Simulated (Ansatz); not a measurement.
A ladder of methods for BH4O− (SMILES [BH3-]O)

The species is BH4O− (6 atoms), meant as a singlet with charge -1. SMILES: `[BH3-]O`. The coordinates come from a GFN2-xTB relaxation.

```jsonl
{"atom": "B", "x (Å)": "-0.0747", "y (Å)": "-0.1737", "z (Å)": "-0.3164"}
{"atom": "O", "x (Å)": "-0.0135", "y (Å)": "1.0162", "z (Å)": "0.6040"}
{"atom": "H", "x (Å)": "1.0627", "y (Å)": "-0.6505", "z (Å)": "-0.4997"}
{"atom": "H", "x (Å)": "-0.5423", "y (Å)": "0.1952", "z (Å)": "-1.3793"}
{"atom": "H", "x (Å)": "-0.7890", "y (Å)": "-1.0725", "z (Å)": "0.1690"}
{"atom": "H", "x (Å)": "0.3568", "y (Å)": "0.6853", "z (Å)": "1.4224"}
```

Each level gives the energy change with the B1–H3 bond stretched from 1.247 to 3.117 Å (eV). The values are calculated.

```tsv
level	kind	program	value (eV)	less FCI/STO-3G	CPU time (all runs)
SVWN5/STO-3G (restricted)	LDA	Ansatz	5.55	-0.23	0.93 s
r2SCAN0/STO-3G (restricted)	hybrid meta-GGA	Ansatz	6.30	+0.52	3 s
wB97M-V/STO-3G (restricted)	range-separated hybrid	Ansatz	6.42	+0.64	22 s
B2PLYP/STO-3G (restricted)	double hybrid	Ansatz	5.93	+0.15	1.8 s
MP2/STO-3G (restricted)	perturbation theory	Ansatz	6.63	+0.85	0.12 s
CCSD(T)/STO-3G (restricted)	coupled cluster or CI	Ansatz	5.44	-0.34	0.17 s
CCSDT/STO-3G (restricted)	coupled cluster or CI	Ansatz	5.77	-0.01	0.33 s
CCSDTQ/STO-3G (restricted)	coupled cluster or CI	Ansatz	5.78	0.00	5.7 s
FCI/STO-3G	exact in the basis	Ansatz	5.78	0.00	4.4 s
```

FCI/STO-3G is exact within its basis and frozen core, so for wave-function methods in that basis the difference is their error; functionals converge differently with the basis, so for them it is only a difference. Sets without diffuse functions describe the anion poorly. The first shape isn't each level's own minimum. The values span 5.44 to 6.63 eV. All rows use very small basis sets, so even the best lies far from the true value. Times are those of the runs behind each value, whatever else they computed, on shared processors of several kinds: orders of magnitude only.

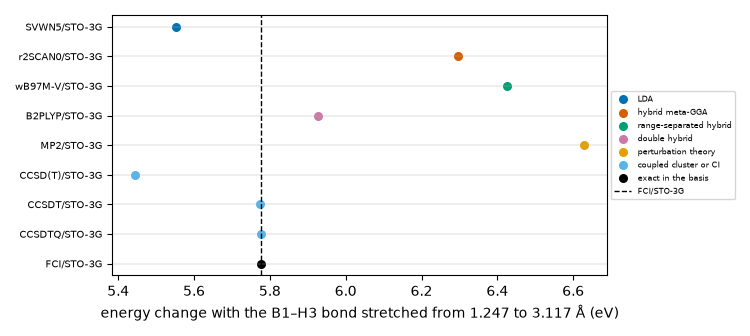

The values of the table, level by level.
